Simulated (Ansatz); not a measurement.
# CH6AlGe (SMILES [CH3][Al][GeH3]): levels of theory compared

Wanted: a comparison of 3 runs (UHF/def2-SVPD, UPBE0/def2-SVP, UCCSD/pcseg-1) of CH6AlGe. 

The results are computed with Ansatz 0.2.0.

## Step 1: The structure to begin with

The species is CH6AlGe (9 atoms), meant as a doublet with charge 0. SMILES: `[CH3][Al][GeH3]`. The shape is that of a PBE0-D4/def2-TZVP optimisation.

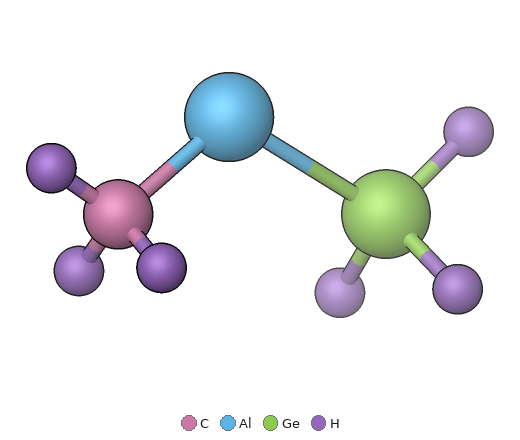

The structure, seen from a chosen angle (carbon pink, aluminium blue, germanium green, hydrogen purple).

## Step 2: Energy and gradient at UHF/def2-SVPD (run 1)

Contents of molecule.yaml:

```yaml
crystal:
  periodic: [false, false, false]
  atoms:
    - symbol: C
      position_ang: [-0.875600, 1.332100, -1.110000]
    - symbol: Al
      position_ang: [0.881900, 0.543800, -0.713300]
    - symbol: Ge
      position_ang: [0.948800, -1.269200, 1.023400]
    - symbol: H
      position_ang: [-1.565200, 0.544800, -1.436000]
    - symbol: H
      position_ang: [-0.851700, 2.107200, -1.878000]
    - symbol: H
      position_ang: [-1.295700, 1.766800, -0.195400]
    - symbol: H
      position_ang: [2.360300, -1.837600, 1.267600]
    - symbol: H
      position_ang: [0.052500, -2.467400, 0.632600]
    - symbol: H
      position_ang: [0.433100, -0.767000, 2.392200]
basis:
  gaussian:
    orbitals: def2-SVPD
magnetization:
  spin_polarized: true
  initial_magnetization: 1
hamiltonian:
  xc: hf
accuracy: high
output: {forces: true, orbitals: {seedname: orbitals}}
```

The run is started by

```sh
ansatz run molecule.yaml --threads 1 --pin off --max-ram 2610MiB --events-out events.jsonl --progress --plain --runs-dir runs
```

The program printed:

```text
Warning: RAYON_NUM_THREADS=1 ignored (pool sized by the plan → 1); use --threads N
Functional definition: HF
  name "HF"
  exchange = exact_x
  correlation = 0
2577 factors; integrals over basis functions are off by at most 4.4e-9 eV
mean field evaluation 1: about -64168.5461 eV, gradient 1.8e1 eV
mean field evaluation 2: about -64168.5771 eV, gradient 1.8e1 eV
mean field evaluation 4: about -64171.0993 eV, gradient 2.3e0 eV
mean field evaluation 8: about -64171.2148 eV, gradient 1.8e-1 eV
mean field evaluation 16: about -64171.2161 eV, gradient 2.9e-8 eV
mean field -64171.21614883 eV, -2358.2486966568 hartree, gradient 2.9e-8 eV, S^2 0.756091; 0 other end points of the search recorded, 0 dependent functions left out
the calculation of the forces begins
reference -64171.21614883 eV, -2358.2486966568 hartree; 29, 28 occupied and 101, 102 virtual orbitals, 2577 factors
Total energy: -64171.21614883 eV, -2358.2486966568 hartree
Atom 0 at    -0.875600     1.332100    -1.110000 Å, force    -0.075401     0.043932    -0.024633 eV/Å
Atom 1 at     0.881900     0.543800    -0.713300 Å, force     0.177370     0.079526    -0.114108 eV/Å
Atom 2 at     0.948800    -1.269200     1.023400 Å, force     0.026470    -0.248982     0.235370 eV/Å
Atom 3 at    -1.565200     0.544800    -1.436000 Å, force    -0.039324     0.046466    -0.005412 eV/Å
Atom 4 at    -0.851700     2.107200    -1.878000 Å, force    -0.052362     0.010722     0.000628 eV/Å
Atom 5 at    -1.295700     1.766800    -0.195400 Å, force    -0.045667     0.014107    -0.037482 eV/Å
Atom 6 at     2.360300    -1.837600     1.267600 Å, force    -0.011823     0.013936    -0.011023 eV/Å
Atom 7 at     0.052500    -2.467400     0.632600 Å, force     0.014084     0.036239    -0.004892 eV/Å
Atom 8 at     0.433100    -0.767000     2.392200 Å, force     0.006653     0.004053    -0.038448 eV/Å
Dipole moment:    -0.058505     0.195358    -0.176867 e Å
```

Wall time 17 s (1 thread of Intel Xeon Platinum 8488C (Sapphire Rapids), shared host); peak memory 0.59 GiB.

## Step 3: Energy and gradient at UPBE0/def2-SVP (run 2)

Contents of run.yaml:

```yaml
crystal:
  periodic: [false, false, false]
  atoms:
    - symbol: C
      position_ang: [-0.875600, 1.332100, -1.110000]
    - symbol: Al
      position_ang: [0.881900, 0.543800, -0.713300]
    - symbol: Ge
      position_ang: [0.948800, -1.269200, 1.023400]
    - symbol: H
      position_ang: [-1.565200, 0.544800, -1.436000]
    - symbol: H
      position_ang: [-0.851700, 2.107200, -1.878000]
    - symbol: H
      position_ang: [-1.295700, 1.766800, -0.195400]
    - symbol: H
      position_ang: [2.360300, -1.837600, 1.267600]
    - symbol: H
      position_ang: [0.052500, -2.467400, 0.632600]
    - symbol: H
      position_ang: [0.433100, -0.767000, 2.392200]
basis:
  gaussian:
    orbitals: def2-SVP
magnetization:
  spin_polarized: true
  initial_magnetization: 1
hamiltonian:
  xc: {name: PBE0}
accuracy: high
output: {forces: true, orbitals: {seedname: orbitals}}
```

The run is started by

```sh
ansatz run run.yaml --threads 1 --pin off --max-ram 2610MiB --events-out events.jsonl --progress --plain --runs-dir runs
```

The program printed (excerpt; [...] marks lines left out):

```text
Warning: RAYON_NUM_THREADS=1 ignored (pool sized by the plan → 1); use --threads N
Functional definition: PBE0
  name "PBE0"
[...]
2044 factors; integrals over basis functions are off by at most 1.2e-8 eV
[...]
mean field -64227.26658146 eV, -2360.3085120638 hartree, gradient 4.4e-8 eV, S^2 0.752010; 0 other end points of the search recorded, 0 dependent functions left out
[...]
reference -64227.26658445 eV, -2360.3085121736 hartree; 29, 28 occupied and 65, 66 virtual orbitals, 2044 factors
Total energy: -64227.26658445 eV, -2360.3085121736 hartree
Atom 0 at    -0.875600     1.332100    -1.110000 Å, force     0.221308    -0.084569     0.037365 eV/Å
Atom 1 at     0.881900     0.543800    -0.713300 Å, force     0.062152    -0.038824     0.024328 eV/Å
Atom 2 at     0.948800    -1.269200     1.023400 Å, force     0.017114     0.019250    -0.021889 eV/Å
Atom 3 at    -1.565200     0.544800    -1.436000 Å, force    -0.182669    -0.200171    -0.085615 eV/Å
Atom 4 at    -0.851700     2.107200    -1.878000 Å, force    -0.003232     0.222333    -0.217734 eV/Å
Atom 5 at    -1.295700     1.766800    -0.195400 Å, force    -0.112464     0.113583     0.232633 eV/Å
Atom 6 at     2.360300    -1.837600     1.267600 Å, force     0.038891    -0.014329     0.005483 eV/Å
Atom 7 at     0.052500    -2.467400     0.632600 Å, force    -0.025637    -0.031407    -0.010576 eV/Å
Atom 8 at     0.433100    -0.767000     2.392200 Å, force    -0.015464     0.014134     0.036004 eV/Å
Dipole moment:    -0.100356     0.196447    -0.168894 e Å
```

It took 18 s on 1 thread of Intel Xeon Platinum 8488C (Sapphire Rapids), shared host; peak memory 0.52 GiB.

## Step 4: Energy and gradient at UCCSD/pcseg-1 (run 3)

Contents of in.yaml:

```yaml
crystal:
  periodic: [false, false, false]
  atoms:
    - {symbol: C, position_ang: [-0.875600, 1.332100, -1.110000]}
    - {symbol: Al, position_ang: [0.881900, 0.543800, -0.713300]}
    - {symbol: Ge, position_ang: [0.948800, -1.269200, 1.023400]}
    - {symbol: H, position_ang: [-1.565200, 0.544800, -1.436000]}
    - {symbol: H, position_ang: [-0.851700, 2.107200, -1.878000]}
    - {symbol: H, position_ang: [-1.295700, 1.766800, -0.195400]}
    - {symbol: H, position_ang: [2.360300, -1.837600, 1.267600]}
    - {symbol: H, position_ang: [0.052500, -2.467400, 0.632600]}
    - {symbol: H, position_ang: [0.433100, -0.767000, 2.392200]}
basis:
  gaussian: {orbitals: pcseg-1.json}
magnetization: {spin_polarized: true, initial_magnetization: 1}
correlation: {method: ccsd, frozen_orbitals: {Al: 5, C: 1, Ge: 9, H: 0}}
accuracy: high
scf: {omitted_lower_state_checks: [cluster_reference, increment]}
output: {forces: true, orbitals: {seedname: orbitals}}
```

The basis set pcseg-1 is read from a file made from the Basis Set Exchange's data (not shown).

The run is started by

```sh
ansatz run in.yaml --threads 1 --pin off --max-ram 2610MiB --events-out events.jsonl --progress --plain --runs-dir runs
```

The program printed:

```text
Warning: RAYON_NUM_THREADS=1 ignored (pool sized by the plan → 1); use --threads N
[... 12 lines left out ...]
15 core orbitals not correlated: weight in the atoms' cores, before any rotation towards them, 1.000 or more for the frozen orbitals, at most 0.000 for the correlated occupied ones
[... 29 lines left out ...]
Total energy: -64182.22341419 eV, -2358.6532061980 hartree
[... 9 lines left out ...]
Dipole moment:    -0.046268     0.198913    -0.182576 e Å
Checks for a lower state left out: cluster_reference, increment
```

It took 2.9 min on 1 thread of Intel Xeon Platinum 8488C (Sapphire Rapids), shared host; peak memory 1.3 GiB.

## Step 5: The series

```csv
run,level,frozen core orbitals,energy (Eh),dipole moment (D),HOMO energy (eV),LUMO energy (eV),wall time
1,UHF/def2-SVPD,–,-2358.248697,1.30,-7.58,0.66,17 s
2,UPBE0/def2-SVP,–,-2360.308512,1.33,-5.23,-2.19,18 s
3,UCCSD/pcseg-1,15,-2358.653206,1.32,-7.60,0.50,2.9 min
```

## Step 6: Summary of results

| quantity | value |
| --- | --- |
| run 3: total energy | -2358.65321 Eh |
| run 3: dipole moment (correlated density) | 1.32 D |
| run 3: HOMO energy (Hartree–Fock orbitals) (highest over α and β) | -7.60 eV |
| run 3: LUMO energy (Hartree–Fock orbitals) (lowest over α and β) | 0.50 eV |
| run 3: correlation energy (15 core orbitals frozen) | -346.7 mEh |
| run 3: ⟨S²⟩ of the reference determinant | 0.755 |
| run 3: T1 diagnostic | 0.011 |
| run 3: largest force on an atom | 0.213 eV/Å |

**Reading.** The dipole moment (its size) runs from 1.30 D (UHF/def2-SVPD) to 1.33 D (UPBE0/def2-SVP). The two ends differ in method and basis. All runs together took 3.5 min, the longest 2.9 min.
